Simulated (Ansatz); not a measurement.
Input file:

```
crystal:
  periodic: [false, false, false]
  atoms:
    - { symbol: Al, position_ang: [0.554654, 0.087242, 0.792821] }
    - { symbol: F, position_ang: [1.587069, -1.205998, 0.297299] }
    - { symbol: C, position_ang: [-0.649058, 0.074347, -0.687927] }
    - { symbol: H, position_ang: [-0.062379, -0.748569, -1.099475] }
    - { symbol: Cl, position_ang: [0.903224, 1.100709, 2.583906] }
    - { symbol: H, position_ang: [-1.687611, -0.241248, -0.512918] }
    - { symbol: H, position_ang: [-0.645799, 0.933617, -1.373706] }
basis:
  gaussian: { orbitals: def2-SVP }
hamiltonian:
  xc: r2scan
  dispersion: d4
relax:
  f_tol: 0.03
  max_steps: 50
output:
  orbitals: {}
```

Command:

```sh
ansatz run input.yaml --threads 2 --pin off --max-ram 3072MiB --backend cpu --events-out ev --progress --plain --runs-dir out
```

The fields are those of the run's last geometry, not of the input's.

These are results of RKS r2SCAN-D4/def2-SVP (Ansatz), not measurements.

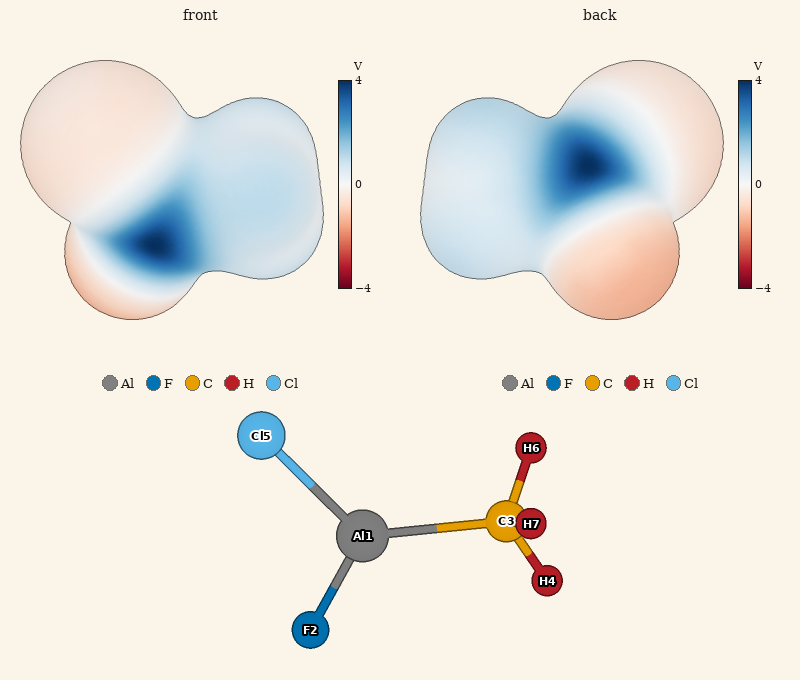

CH3AlClF. The molecular electrostatic potential painted on the density surface at 0.002 e/bohr³, seen from the front and from behind; red is negative and blue positive. The bare structure is drawn below in the same view.

Where is the surface potential most negative and most positive?

Answer. The most negative region (about −1.4 V) lies over F2, the most positive (about +3.9 V) over Al1.
